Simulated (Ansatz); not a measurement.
# BClFH···SiH4: what the fields show

```xyz
9

B    -0.1272    0.8558   -0.1495
F     0.0878    1.5855    0.9179
H     0.7773    0.5890   -0.8953
Cl   -1.7524    0.2944   -0.4697
Si   -0.2142   -2.8466    1.1422
H    -0.2574   -3.0530   -0.3350
H     0.4896   -3.9952    1.7879
H    -1.6020   -2.7371    1.6810
H     0.5343   -1.5874    1.4427
```

These are results of RKS PBE0/def2-SVP (Ansatz), not measurements.

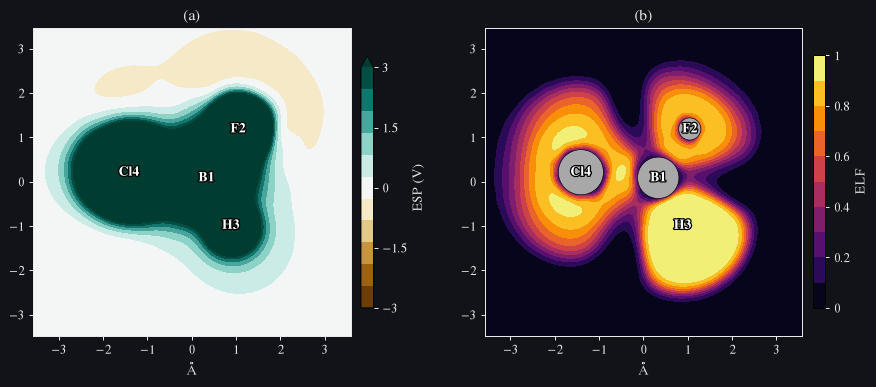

Figure 1. (a) electrostatic potential; (b) ELF on the plane of atoms F2, B1 and Cl4. Grey discs cover the atomic cores in the ELF map.

> Interpret the plot.

The section cuts through B, F, H and Cl sites. B–F (1.31 Å): the ELF peaks at about 0.85 between the atoms: a polar covalent bond. B–Cl (1.75 Å): the ELF peaks at about 0.90 between the atoms, as expected for a shared but strongly polarised pair. B–H (1.20 Å): the ELF climbs to about 1 towards the hydrogen, as it does in any bond to H; an ordinary covalent bond to hydrogen. The ELF also peaks beside Cl4 and F2, away from the bonds: lone-pair regions. Outside the dense part of the complex the potential is most negative (−0.5 V) near F2.

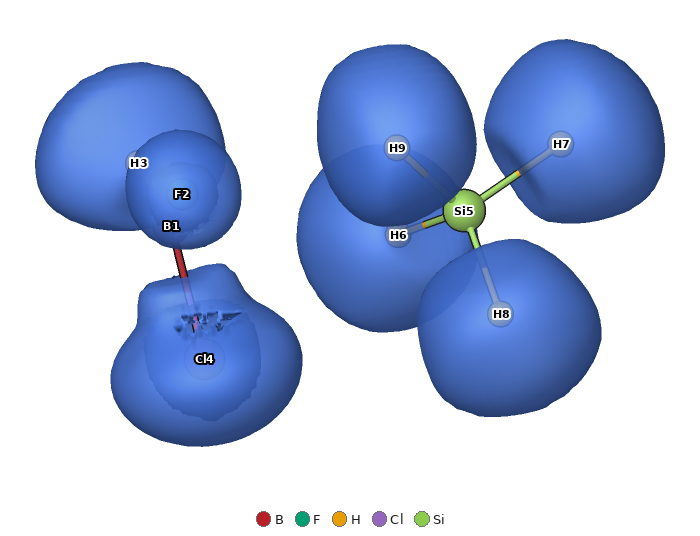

Figure 2. Isosurface of the electron localisation function at 0.8 (blue), seen at a tilt. Only the valence region is drawn (cores and ρ < 0.01 e/Å³ removed).

> Describe the localisation domains.

At this value the surface marks out five regions around hydrogen nuclei, one region on Cl in which the atom's valence shell and bonds are merged and one region on F in which the atom's valence shell and bonds are merged. Along the contacts the grid gives the following. Si5···B1 (3.92 Å): the ELF dips to about 0 between them: a weak contact between the two molecules.

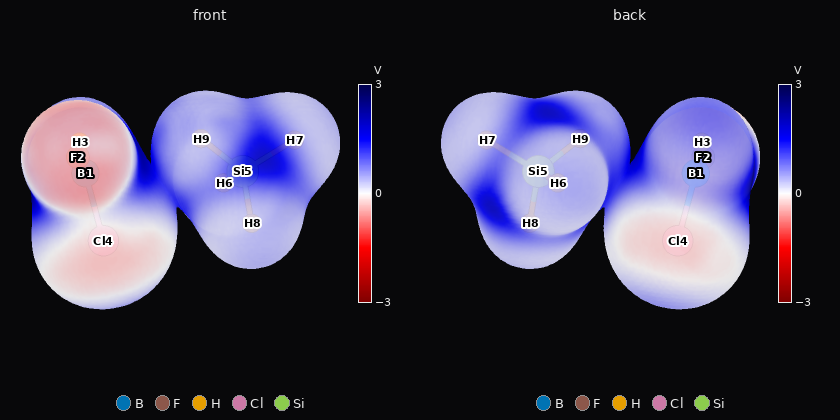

Figure 3. The molecular electrostatic potential painted on the density surface at 0.004 e/bohr³, seen from the front and from behind; the colour scale runs from red (negative) to blue (positive).

> Which sites attract a positive test charge, and which a negative one?

A positive charge is drawn to the negative regions and a negative charge to the positive ones. The most negative region (about −0.5 V, or −12 kcal/mol for a unit charge) lies over F2, the most positive (about +2.4 V, or +55 kcal/mol for a unit charge) over B1. Cl4 shows a σ-hole: about +0.6 V, or +14 kcal/mol for a unit charge at the tip opposite its bond, against about +0.1 V on its flanks.

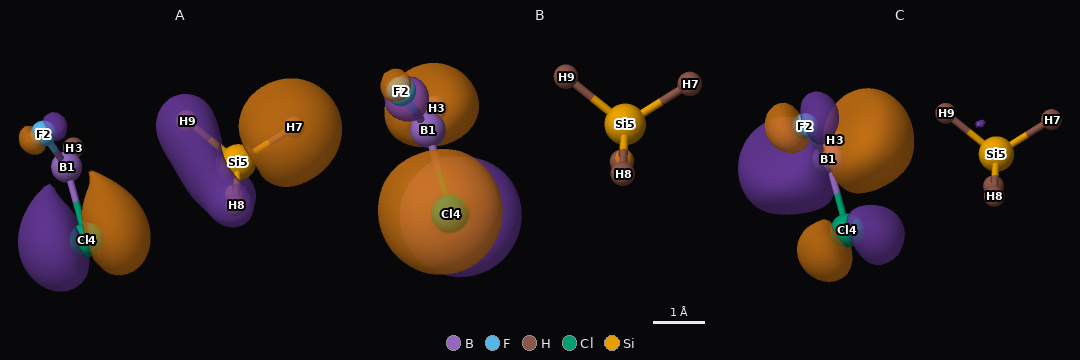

Figure 4. Three frontier orbitals at ±0.1 Å⁻³ᐟ² (orange and purple are the two phases), in no order.

> Which picture is the HOMO−1, the HOMO and the LUMO?

A is the HOMO−1 (−9.71 eV). By Hirshfeld shares it lies mainly on Cl4 (about 30 %), Si5 (about 25 %) and H7 (about 25 %). B is the HOMO (−9.36 eV). Its weight (Hirshfeld) is mainly on Cl4 (about 75 %), B1 (about 10 %) and H3 (about 10 %); largely a lone pair of Cl4. C is the LUMO (−0.88 eV). Its weight (Hirshfeld) is mainly on B1 (about 55 %), Cl4 (about 15 %), F2 (about 15 %) and H3 (about 5 %).

> What is the HOMO–LUMO gap?

8.48 eV between the orbital energies.
